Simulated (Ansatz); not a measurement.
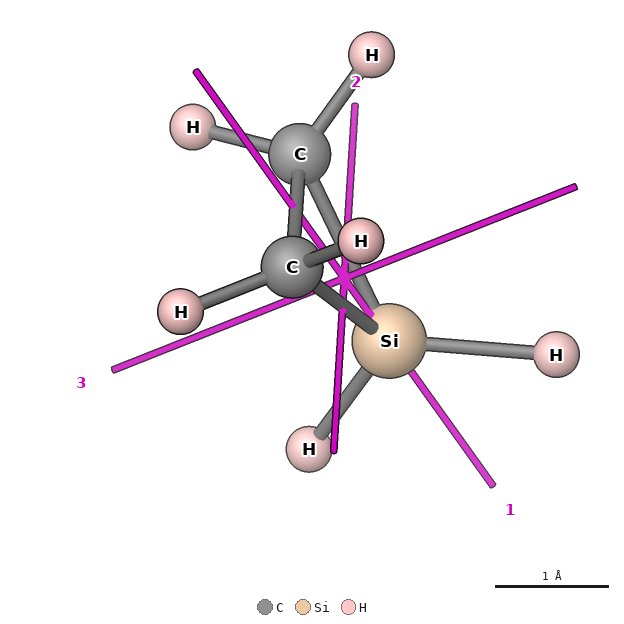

The three principal axes of inertia are drawn and numbered. Distant atoms are faded towards the background colour. The geometry was computed by an optimisation with PBE-D4/def2-SVP. No frequency run is at hand to confirm it as a minimum. Masses are those of the most abundant isotopes; constants are for the rigid equilibrium geometry.

Which line is the a axis (least moment of inertia), which b and which c?

Answer. a is line 1, b is line 2, c is line 3; the moments are 27.4, 56.1, 70.3 u Å².

Classify the rotor and give the rotational constants (GHz).

Answer. An asymmetric top (C2v): A = 18.5, B = 9.01, C = 7.19 GHz. Ray's parameter κ is −0.68, nearer the prolate limit.
